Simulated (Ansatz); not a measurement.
Input file:

```
crystal:
  periodic: [false, false, false]
  atoms:
    - {symbol: F, position_ang: [-1.014721, -1.090409, 1.357082]}
    - {symbol: C, position_ang: [-0.399215, -0.424857, 0.437887]}
    - {symbol: C, position_ang: [0.006810, -0.151337, -0.725567]}
    - {symbol: F, position_ang: [0.156931, -0.301775, -1.999002]}
    - {symbol: N, position_ang: [0.798921, 0.466595, 0.380796]}
    - {symbol: H, position_ang: [0.493475, 1.437882, 0.502604]}
basis:
  gaussian: {orbitals: def2-TZVPP}
hamiltonian: {xc: {name: BHLYP}, dispersion: d4}
output: {orbitals: {seedname: orbitals}}
```

Run as:
```bash
ansatz run in.yaml --threads 2 --pin off --events-out ev --progress --plain --max-ram 4352MiB
```

Kohn-Sham orbital energies near the frontier, BHLYP/def2-TZVPP with the Ansatz code 0.2.0, at a PBE0-D4/def2-TZVP geometry (a minimum by its frequencies), isolated molecule; empty levels in grey, levels within 0.03 eV side by side.

**Where do the frontier orbitals lie?**

HOMO at −7.77 eV, LUMO at 1.34 eV, 9.10 eV apart.

**List the levels.**

| orbital | energy (eV) |
| --- | --- |
| LUMO+5 | 5.39 |
| LUMO+4 | 4.81 |
| LUMO+3 | 3.82 |
| LUMO+2 | 2.84 |
| LUMO+1 | 1.49 |
| LUMO | 1.34 |
| HOMO | −7.77 |
| HOMO−1 | −11.40 |
| HOMO−2 | −12.12 |
| HOMO−3 | −13.83 |
| HOMO−4 | −16.57 |

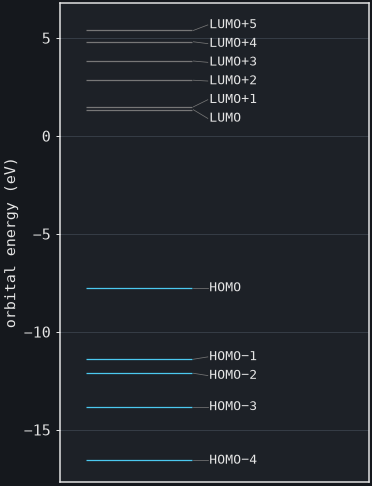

Caveats: empty levels above zero depend strongly on the basis.
